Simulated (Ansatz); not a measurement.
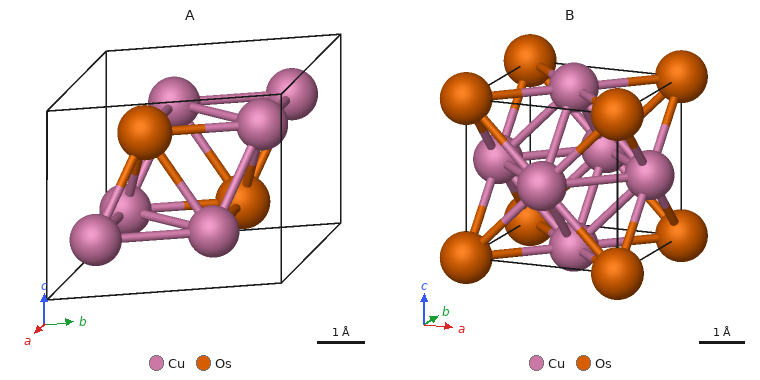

Two structures of Cu₃Os, each relaxed to rest (conventional cells in solid outline, small ones repeated, not to one scale). Method: Ansatz 0.2.0, DFT PBE, scalar-relativistic, plane waves, PAW, without spin polarisation.

Question: State the structure in each panel.

Answer: A: 8 atoms a cell on a primitive hexagonal lattice, P6_3/mmc. B: Cu₃Au (L1₂) type, Pm-3m.

Question: Which structure is more stable?

Answer: B is lower, by 20 meV/atom at this level of theory (energies at zero smearing). Volumes: A 12.6, B 12.6 Å³/atom.

One or both may be structure types tried for this composition rather than known phases.
